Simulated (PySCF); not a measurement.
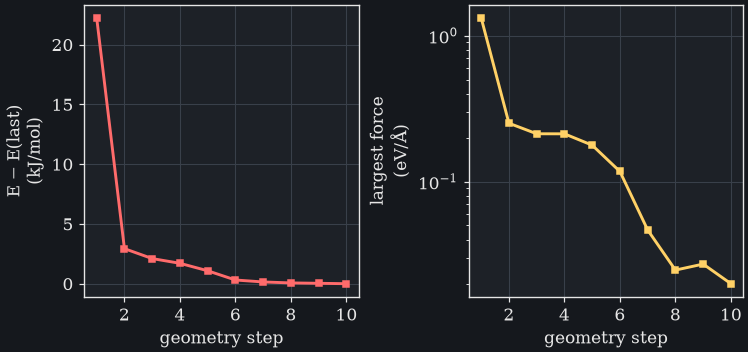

History of a geometry optimisation.

BH$_{6}$OPSi (SMILES [SiH3]OBP); PBE0-D3(BJ)/def2-SVP, geometry optimisation in PySCF.

How did the optimisation end?

Answer. The optimisation met its thresholds at geometry 10, counting the start as the first. The energy fell by about 22 kJ/mol from the first step to the last. The largest force goes from about 1.3 eV/Å at the start to 0.02 eV/Å at the end.
